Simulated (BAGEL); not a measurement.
# B3LYP/6-31G(d) (density fitting with qzvpp-jkfit, spherical functions) run of CH6AlNS (SMILES NC[S][AlH2])

Aim: the energy change on altering one bond length of CH6AlNS at B3LYP/6-31G* (density fitting with qzvpp-jkfit, spherical functions), from 2 runs. 

Program for the calculation: BAGEL 1.2.2.

1 further run of the same task is left out (set aside as unsound or not needed). Runs told in other sessions of the task aren't counted.

### Step 1. Starting point

CH6AlNS: 10 atoms, total charge 0, spin state singlet. As SMILES, `NC[S][AlH2]`. The shape is that of a PBE0-D4/def2-TZVP optimisation. This is one conformer, not always the lowest.

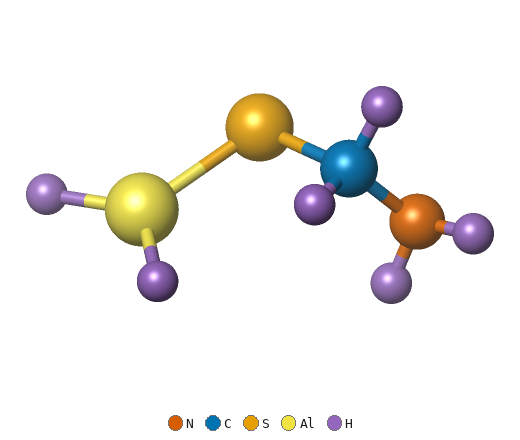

Viewed from a chosen angle; nitrogen orange, carbon blue, sulfur amber, aluminium yellow, hydrogen purple.

### Step 2. The energy at B3LYP/6-31G(d) (density fitting with qzvpp-jkfit, spherical functions)

calc.json

```json
{ "bagel": [

{
  "title": "molecule",
  "basis": "6-31gs.json",
  "df_basis": "qzvpp-jkfit",
  "angstrom": true,
  "geometry": [
    { "atom": "N", "xyz": [      -0.639600,       1.524200,       0.837500 ] },
    { "atom": "C", "xyz": [      -0.122200,       0.187400,       0.965400 ] },
    { "atom": "S", "xyz": [      -1.103800,      -0.972000,      -0.059800 ] },
    { "atom": "Al", "xyz": [       0.321000,      -1.476300,      -1.614300 ] },
    { "atom": "H", "xyz": [      -0.442700,       1.907300,      -0.078200 ] },
    { "atom": "H", "xyz": [      -0.231900,       2.135500,       1.534300 ] },
    { "atom": "H", "xyz": [      -0.251900,      -0.141300,       1.997800 ] },
    { "atom": "H", "xyz": [       0.935600,       0.063100,       0.701300 ] },
    { "atom": "H", "xyz": [      -0.126100,      -2.498900,      -2.732700 ] },
    { "atom": "H", "xyz": [       1.744800,      -0.780100,      -1.548400 ] }
  ]
},

{
  "title": "ks",
  "xc_func": "b3lyp"
},

{
  "title": "print",
  "file": "orbitals.molden",
  "orbitals": true
}

]}
```

The basis set 6-31G* is read from a file made from the Basis Set Exchange's data (not shown).

Launch:

```console
BAGEL_NUM_THREADS=1 BAGEL calc.json > calc.out
```

What it wrote:

```text
* using 1 threads per process

  ===============================================================
  ===============================================================

  *** Geometry ***

  { "atom" : "N", "xyz" : [     -1.208669,      2.880321,      1.582646 ] },
  { "atom" : "C", "xyz" : [     -0.230925,      0.354135,      1.824342 ] },
  { "atom" : "S", "xyz" : [     -2.085880,     -1.836814,     -0.113006 ] },
  { "atom" : "Al", "xyz" : [      0.606602,     -2.789803,     -3.050585 ] },
  { "atom" : "H", "xyz" : [     -0.836582,      3.604275,     -0.147777 ] },
  { "atom" : "H", "xyz" : [     -0.438227,      4.035510,      2.899407 ] },
  { "atom" : "H", "xyz" : [     -0.476022,     -0.267018,      3.775295 ] },
  { "atom" : "H", "xyz" : [      1.768028,      0.119242,      1.325265 ] },
  { "atom" : "H", "xyz" : [     -0.238294,     -4.722237,     -5.164055 ] },
  { "atom" : "H", "xyz" : [      3.297194,     -1.474175,     -2.926052 ] },

  Number of auxiliary basis functions:      516

  Since a DF basis is specified, we compute 2- and 3-index integrals:
    o Being stored without compression. Storage requirement is 0.024 GB

  Number of basis functions:       76
  Number of electrons      :       48

    * METHOD: MOLECULE                             0.45

  *** Kohn-Sham DFT ***

    * Removing 18518 points whose weight is below 1.00e-10
    * Grid points: 130542

  === Nuclear Repulsion ===
   200.6216666630

       - DIIS with orbital gradients will be used.

  === KS iteration (b3lyp / 6-31gs.json) ===
      0       -680.78241026          0.14535785           0.60
      1       -599.98280250          0.21488392           0.59
      2       -668.73190266          0.09487559           0.59
      3       -700.12893511          0.18920201           0.61
      4       -719.41152220          0.10671679           0.61
      5       -720.59473595          0.11276686           0.60
      6       -721.15338469          0.11137768           0.61
      7       -721.16490293          0.11181950           0.61
      8       -675.00187467          0.16316874           0.60
      9       -734.38174239          0.06378697           0.60
     10       -736.24082973          0.04317316           0.61
     11       -737.06101228          0.00645459           0.61
     12       -737.08560105          0.00457673           0.59
     13       -737.09431731          0.00193425           0.59
     14       -737.09619892          0.00031672           0.59
     15       -737.09622843          0.00019192           0.59
     16       -737.09625222          0.00002732           0.59
     17       -737.09625246          0.00000938           0.58
     18       -737.09625252          0.00000254           0.57
     19       -737.09625252          0.00000034           0.59
     20       -737.09625252          0.00000021           0.59
     21       -737.09625252          0.00000006           0.59
     22       -737.09625252          0.00000003           0.59
     23       -737.09625252          0.00000001           0.59
    * SCF iteration converged.

    * Permanent dipole moment:
           (   -0.923301,    -0.505691,    -0.180113) a.u.

    * METHOD: KS                                  15.39

    * METHOD: PRINT                                0.02

  ===============================================================
```

Run time: 16 s. Hardware: 1 thread of Arm Neoverse N1, shared host; peak memory 0.49 GiB.

### Step 3. The distorted shape, same level

job.json

```json
{ "bagel" : [

{
  "title" : "molecule",
  "basis" : "6-31gs.json",
  "df_basis" : "qzvpp-jkfit",
  "angstrom" : true,
  "geometry" : [
    { "atom" : "N", "xyz" : [       0.145703,       2.451748,       1.657684 ] },
    { "atom" : "C", "xyz" : [       0.663103,       1.114948,       1.785584 ] },
    { "atom" : "S", "xyz" : [      -1.103800,      -0.972000,      -0.059800 ] },
    { "atom" : "Al", "xyz" : [       0.321000,      -1.476300,      -1.614300 ] },
    { "atom" : "H", "xyz" : [       0.342603,       2.834848,       0.741984 ] },
    { "atom" : "H", "xyz" : [       0.553403,       3.063048,       2.354484 ] },
    { "atom" : "H", "xyz" : [       0.533403,       0.786248,       2.817984 ] },
    { "atom" : "H", "xyz" : [       1.720903,       0.990648,       1.521484 ] },
    { "atom" : "H", "xyz" : [      -0.126100,      -2.498900,      -2.732700 ] },
    { "atom" : "H", "xyz" : [       1.744800,      -0.780100,      -1.548400 ] }
  ]
},

{
  "title" : "ks",
  "xc_func" : "b3lyp"
},

{
  "title" : "print",
  "file" : "orbitals.molden",
  "orbitals" : true
}

]}
```

The basis set 6-31G* is read from a file made from the Basis Set Exchange's data (not shown).

Launch:

```console
BAGEL_NUM_THREADS=1 BAGEL job.json > job.out
```

What it wrote:

```text
* using 1 threads per process

  ===============================================================
  ===============================================================

  *** Geometry ***

  { "atom" : "N", "xyz" : [      0.275339,      4.633132,      3.132569 ] },
  { "atom" : "C", "xyz" : [      1.253083,      2.106946,      3.374265 ] },
  { "atom" : "S", "xyz" : [     -2.085880,     -1.836814,     -0.113006 ] },
  { "atom" : "Al", "xyz" : [      0.606602,     -2.789803,     -3.050585 ] },
  { "atom" : "H", "xyz" : [      0.647426,      5.357086,      1.402147 ] },
  { "atom" : "H", "xyz" : [      1.045780,      5.788322,      4.449330 ] },
  { "atom" : "H", "xyz" : [      1.007986,      1.485793,      5.325218 ] },
  { "atom" : "H", "xyz" : [      3.252035,      1.872053,      2.875188 ] },
  { "atom" : "H", "xyz" : [     -0.238294,     -4.722237,     -5.164055 ] },
  { "atom" : "H", "xyz" : [      3.297194,     -1.474175,     -2.926052 ] },

  Number of auxiliary basis functions:      516

  Since a DF basis is specified, we compute 2- and 3-index integrals:
    o Being stored without compression. Storage requirement is 0.024 GB

  Number of basis functions:       76
  Number of electrons      :       48

    * METHOD: MOLECULE                             0.45

  *** Kohn-Sham DFT ***

    * Removing 16628 points whose weight is below 1.00e-10
    * Grid points: 132432

  === Nuclear Repulsion ===
   167.9488555789

       - DIIS with orbital gradients will be used.

  === KS iteration (b3lyp / 6-31gs.json) ===
      0       -676.44572734          0.07721845           0.63
      1       -525.60156090          0.14800409           0.62
      2       -611.49224246          0.06846042           0.61
      3       -607.56188917          0.16677327           0.60
      4       -668.65872520          0.15348444           0.60
      5       -669.46261588          0.15048012           0.61
      6       -690.95499095          0.13208662           0.61
      7       -576.63807384          0.16495708           0.61
      8       -678.23151172          0.08609970           0.62
      9       -700.52326947          0.10352646           0.61
     10       -703.66414950          0.09103854           0.61
     11       -719.17187829          0.09016614           0.62
     12       -716.23735231          0.08894212           0.62
     13       -721.57595768          0.08197877           0.61
     14       -675.77091241          0.10008756           0.60
     15       -734.65026663          0.04318923           0.61
     16       -731.70768465          0.04956636           0.61
     17       -736.77468129          0.01627849           0.62
     18       -736.80005879          0.01540770           0.62
     19       -736.95076415          0.00828423           0.60
     20       -736.97478275          0.00370515           0.61
     21       -736.98485723          0.00160367           0.62
     22       -736.98649279          0.00094982           0.62
     23       -736.98715728          0.00021676           0.61
     24       -736.98718885          0.00005269           0.61
     25       -736.98718808          0.00005417           0.61
     26       -736.98719053          0.00001891           0.60
     27       -736.98719080          0.00000156           0.62
     28       -736.98719080          0.00000028           0.62
     29       -736.98719080          0.00000014           0.61
     30       -736.98719080          0.00000004           0.61
     31       -736.98719080          0.00000002           0.62
     32       -736.98719080          0.00000000           0.61
    * SCF iteration converged.

    * Permanent dipole moment:
           (   -1.479301,    -1.738283,    -0.987476) a.u.

    * METHOD: KS                                  21.24

    * METHOD: PRINT                                0.02

  ===============================================================
```

Wall time 22 s (1 thread of Arm Neoverse N1, shared host); peak memory 0.49 GiB.

### Step 4. Results

Level: B3LYP/6-31G* (density fitting with qzvpp-jkfit, spherical functions).

| quantity | value |
| --- | --- |
| first shape: total energy | -737.09625 Eh |
| first shape: dipole moment | 2.71 D |
| first shape: HOMO energy | -6.58 eV |
| first shape: LUMO energy | -1.43 eV |
| first shape: HOMO–LUMO gap | 5.15 eV |
| distorted shape: total energy | -736.98719 Eh |
| distorted shape: dipole moment | 6.32 D |
| distorted shape: HOMO energy | -6.24 eV |
| distorted shape: LUMO energy | -4.05 eV |
| distorted shape: HOMO–LUMO gap | 2.19 eV |
| energy change with the C2–S3 bond stretched from 1.833 to 3.299 Å | 2.968 eV |

**Reading.** With the C2–S3 bond stretched from 1.833 to 3.299 Å the energy rises by 2.97 eV (68 kcal/mol). The first shape isn't relaxed at this level, so the change isn't measured from a minimum. A restricted reference can't describe the breaking bond well at this length.
